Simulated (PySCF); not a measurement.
**C$_{6}$H$_{7}$NS (SMILES C=CCc1ccsn1): density, localisation and related maps**

| atom | x (Å) | y (Å) | z (Å) |
| --- | --- | --- | --- |
| C | -2.4134 | 0.4988 | -0.6279 |
| C | -1.5914 | -0.4629 | -0.2540 |
| C | -0.6923 | -0.3891 | 0.9450 |
| C | 0.7362 | -0.3824 | 0.4980 |
| C | 1.3565 | 0.6952 | -0.1827 |
| C | 2.6475 | 0.3812 | -0.4784 |
| S | 2.9968 | -1.1979 | 0.0942 |
| N | 1.4988 | -1.4267 | 0.6963 |
| H | -2.5057 | 1.4169 | -0.0698 |
| H | -3.0369 | 0.4091 | -1.5013 |
| H | -1.5094 | -1.3750 | -0.8301 |
| H | -0.8492 | -1.2615 | 1.5821 |
| H | -0.9013 | 0.5192 | 1.5142 |
| H | 0.8672 | 1.6198 | -0.4256 |
| H | 3.3922 | 0.9631 | -0.9819 |

Geometry: GFN2-xTB, NEB image 0 of 0 to 8.

Level of theory: PBE0/pcSseg-1, SCF density, gas phase, non-relativistic in PySCF 2.14.0.

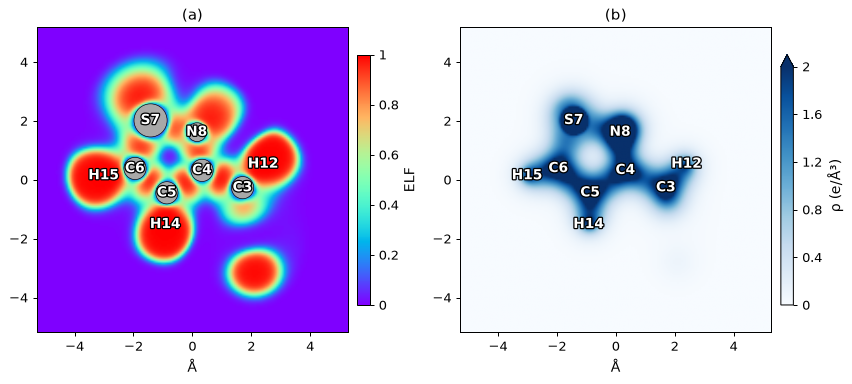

Figure 1. (a) ELF; (b) total electron density on the plane of atoms C6, S7 and N8. Grey discs cover the atomic cores in the ELF map.

**What do the fields say about this system?**

- The plane passes through C, S, N and H nuclei.
- C–N (1.31 Å): ρ is about 2.6 e/Å³ halfway; the ELF peaks at about 0.90 between the atoms (a covalent bond).
- S–N (1.63 Å): ρ at the midpoint is about 1.7 e/Å³; the ELF peaks at about 0.85 between the atoms: a covalent bond.
- C–S (1.72 Å): ρ at the midpoint is about 1.5 e/Å³; the ELF peaks at about 0.90 between the atoms: localised, covalent bonding.
- C–H (1.07 Å): ρ at the midpoint is about 2.1 e/Å³; the ELF climbs to about 1 towards the hydrogen, as it does in any bond to H (a covalent bond by its length).
- C–C (1.36 Å): the density is about 2.2 e/Å³ at the midpoint; the ELF peaks at about 0.95 between the atoms: a covalent bond.
- The ELF also peaks beside N8 and S7, away from the bonds: lone-pair regions.

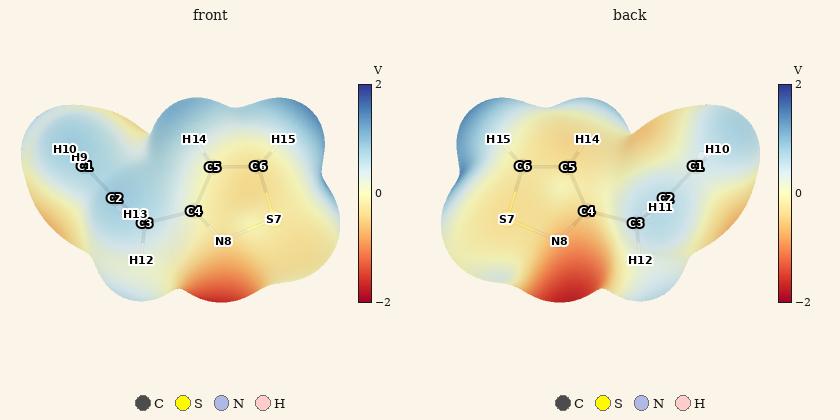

Figure 2. The molecular electrostatic potential painted on the density surface at 0.002 e/bohr³, seen from the front and from behind; the colour scale runs from red (negative) to blue (positive).

**Describe the electrostatic potential map.**

The most negative region (about −1.7 V) lies over N8, the most positive (about +1.4 V) over C6, S7 and H15. N8 is the likeliest acceptor of a hydrogen bond.

**How polar is the molecule by this calculation?**

Its dipole moment is 2.21 D.

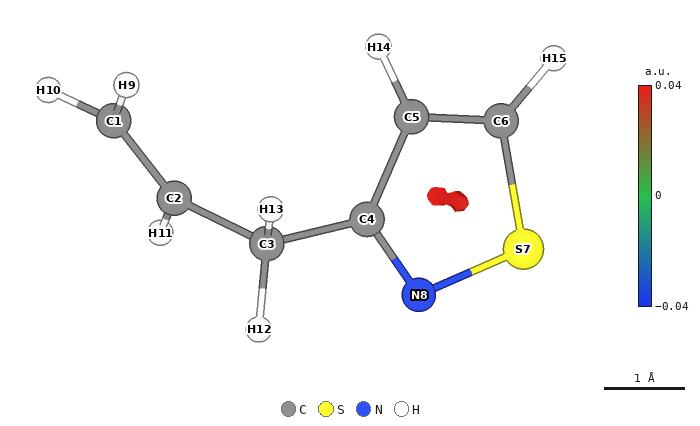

Figure 3. Non-covalent interaction (NCI) plot: the surface where the reduced density gradient is 0.4, for densities under 0.05 a.u., coloured by sign(λ₂)ρ; seen at a tilt.

**What holds or crowds the atoms apart from the covalent bonds?**

Inside the ring or cage of C4, C5, C6, S7 and N8: steric crowding (red).
